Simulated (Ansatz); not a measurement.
```
Ga P
1.0
     6.02310    0.00000    0.00000
     0.00000    6.02310    0.00000
     0.00000    0.00000    6.02310
Ga P
4 8
Cartesian
  0.0000 0.0000 0.0000
  3.0116 0.0000 3.0116
  0.0000 3.0116 3.0116
  3.0116 3.0116 0.0000
  0.6095 3.6211 5.4136
  5.4136 2.4020 0.6095
  5.4136 0.6095 3.6211
  0.6095 5.4136 2.4020
  3.6211 5.4136 0.6095
  2.4020 0.6095 5.4136
  3.6211 3.6211 3.6211
  2.4020 2.4020 2.4020
```

Space group Pa-3; a generated structure, not necessarily the stable one.

These are results of DFT PBE, scalar-relativistic, plane waves, PAW in Ansatz 0.2.0, not measurements.

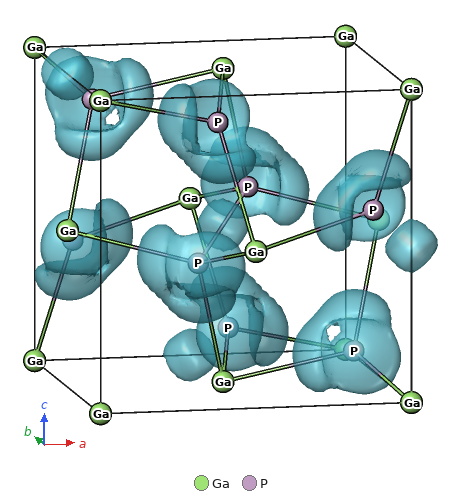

GaP₂. Isosurface of the ELF at 0.8 (cyan), seen slightly off an axis. Only the valence region is drawn (cores and ρ < 0.01 e/Å³ removed). Sticks mark near contacts.

Describe the localisation domains.

At this value the surface marks out four regions between bonded P–P atoms and eight regions wrapped around P (the valence shell of each), counted in one cell of 12 atoms. Any copies at cell faces, edges or corners count once.

Values along the shortest contacts:
P–P (2.11 Å): the ELF peaks at about 0.90 between the atoms. Ga–P (2.55 Å): the ELF peaks at about 0.90 in the valence shell of P, 0.8 Å from its nucleus, and is about 0.70 at the midpoint.
